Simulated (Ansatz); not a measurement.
**GeHF (SMILES [F][GeH]) at CCSDTQ/STO-3G**

What is the energy change on altering one bond length of GeHF at CCSDTQ/STO-3G? 

The calculation is run with Ansatz 0.2.0.

60 further runs of the same task are left out: 17 that didn't finish, 43 set aside as unsound or not needed.

### Step 1. The molecule

GeHF: 3 atoms, total charge 0, spin state singlet. As SMILES, `[F][GeH]`. The coordinates come from a PBE0-D4/def2-TZVP relaxation.

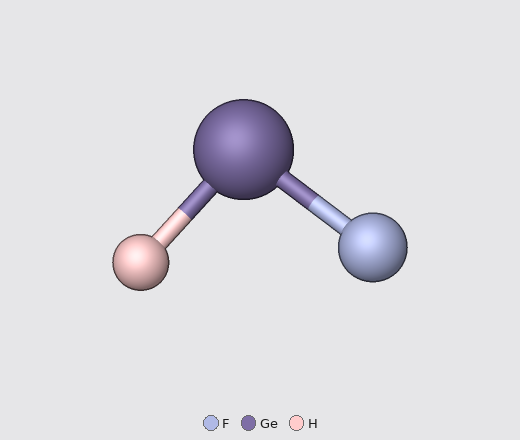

Viewed from a chosen angle; fluorine light blue, germanium purple, hydrogen pink.

### Step 2. The energy at CCSDTQ/STO-3G

Contents of in.yaml:

```yaml
crystal:
  periodic: [false, false, false]
  atoms:
    - {symbol: F, position_ang: [0.672100, 1.012600, 0.469700]}
    - {symbol: Ge, position_ang: [-0.657900, 0.195200, -0.335600]}
    - {symbol: H, position_ang: [-0.025200, -1.272700, -0.147400]}
basis:
  gaussian:
    orbitals: STO-3G
correlation:
  method: ccsdtq
  frozen_orbitals: {F: 1, Ge: 9, H: 0}
accuracy: high
scf:
  omitted_lower_state_checks: [cluster_reference, increment]
```

The run is started by

```console
$ ansatz run in.yaml --threads 1 --pin off --max-ram 2610MiB --events-out events.jsonl --progress --plain --runs-dir runs
```

What it wrote, shortened:

```text
Warning: RAYON_NUM_THREADS=1 ignored (pool sized by the plan → 1); use --threads N
Functional definition: HF
  name "HF"
[...]
327 factors; integrals over basis functions are off by at most 4.5e-9 eV
[...]
mean field -58513.03963499 eV, -2150.3145450230 hartree, gradient 1.5e-8 eV, S^2 0.000000; 0 other end points of the search recorded, 0 dependent functions left out
10 core orbitals not correlated: weight in the atoms' cores, before any rotation towards them, 1.000 or more for the frozen orbitals, at most 0.000 for the correlated occupied ones
reference -58513.03963499 eV, -2150.3145450230 hartree; 11, 11 occupied and 3, 3 virtual orbitals, 327 factors
second order -1.50480857 eV of doubles, -0.00000000 eV of singles
cycle   1  -1.67731882 eV  change   -1.7e-1 eV  update   1.2e-1
[...]
cycle  28  -2.17024771 eV  change   7.4e-10 eV  update   1.8e-9
Total energy: -58515.20988270 eV, -2150.3943001554 hartree
Checks for a lower state left out: cluster_reference, increment
```

Wall time 26 s (1 thread of Arm Neoverse V1, shared host); peak memory 0.83 GiB.

### Step 3. The distorted shape at the same level

Contents of run.yaml:

```yaml
crystal:
  periodic: [false, false, false]
  atoms:
    - {symbol: F, position_ang: [1.004587, 1.216942, 0.671017]}
    - {symbol: Ge, position_ang: [-0.657900, 0.195200, -0.335600]}
    - {symbol: H, position_ang: [-0.025200, -1.272700, -0.147400]}
basis:
  gaussian: {orbitals: STO-3G}
correlation: {method: ccsdtq, frozen_orbitals: {F: 1, Ge: 9, H: 0}}
accuracy: high
scf: {omitted_lower_state_checks: [cluster_reference, increment]}
```

The run is started by

```console
$ ansatz run run.yaml --threads 1 --pin off --max-ram 2610MiB --events-out events.jsonl --progress --plain --runs-dir runs
```

What it wrote, shortened:

```text
Warning: RAYON_NUM_THREADS=1 ignored (pool sized by the plan → 1); use --threads N
[... 2 set-up lines as earlier in the session ...]
[...]
313 factors; integrals over basis functions are off by at most 2.7e-8 eV
[...]
mean field -58510.57429451 eV, -2150.2239454314 hartree, gradient 3.0e-8 eV, S^2 0.000000; 1 other end points of the search recorded, 0 dependent functions left out; unrestricted orbitals would lower it
10 core orbitals not correlated: weight in the atoms' cores, before any rotation towards them, 1.000 or more for the frozen orbitals, at most 0.000 for the correlated occupied ones
reference -58510.57429451 eV, -2150.2239454314 hartree; 11, 11 occupied and 3, 3 virtual orbitals, 313 factors
second order -1.75306718 eV of doubles, -0.00000000 eV of singles
cycle   1  -2.17229732 eV  change   -4.2e-1 eV  update   1.3e-1
[...]
cycle  45  -2.87641257 eV  change   7.7e-10 eV  update   2.3e-9
Total energy: -58513.45070708 eV, -2150.3296516437 hartree
Checks for a lower state left out: cluster_reference, increment
```

It took 29 s on 1 thread of Arm Neoverse V1, shared host; peak memory 0.83 GiB.

### Step 4. Results

At CCSDTQ/STO-3G, 10 core orbitals frozen:

| quantity | value |
| --- | --- |
| first shape: total energy | -2150.39430 Eh |
| first shape: correlation energy (10 core orbitals frozen) | -79.8 mEh |
| first shape: T1 diagnostic | 0.022 |
| distorted shape: total energy | -2150.32965 Eh |
| distorted shape: correlation energy (10 core orbitals frozen) | -105.7 mEh |
| distorted shape: T1 diagnostic | 0.037 |
| energy change with the F1–Ge2 bond stretched from 1.757 to 2.196 Å | 1.759 eV |

What this shows: With the F1–Ge2 bond stretched from 1.757 to 2.196 Å the energy rises by 1.76 eV (170 kJ/mol). The first shape isn't relaxed at this level, so the change isn't measured from a minimum. The minimal basis adds a large error of its own. The restricted solution (distorted shape) is unstable to spin breaking: an unrestricted one lies lower.
